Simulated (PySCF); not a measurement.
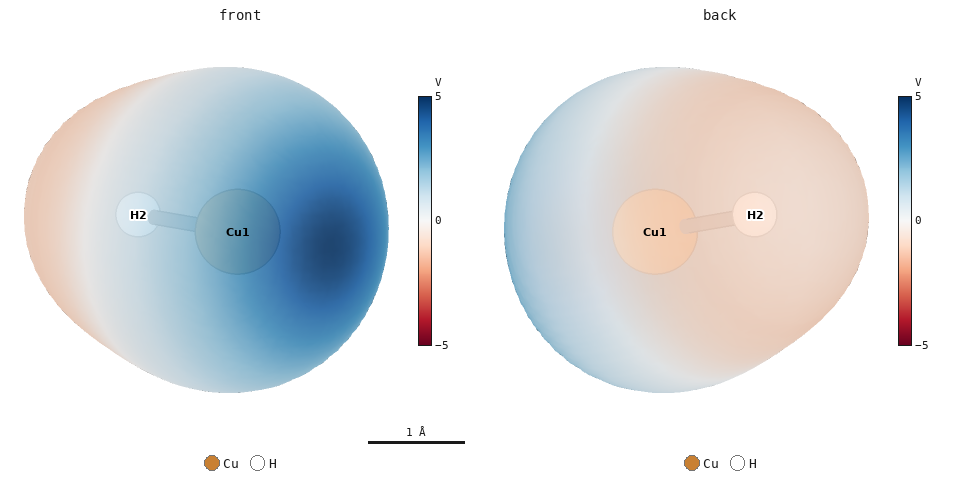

The picture shows: CuH. The electrostatic potential painted on the density surface at 0.004 e/bohr³, seen from the front and from behind; the colour scale runs from red (negative) to blue (positive).

These are results of PBE0/def2-TZVPPD, non-relativistic Hamiltonian with scalar-relativistic core potentials where named, at a bond length of 1.483 Å (PySCF 2.14.0), not measurements.

Question: Describe the electrostatic potential map.

Answer: The most negative region (about −1.0 V) lies over H2, the most positive (about +4.8 V) over Cu1.
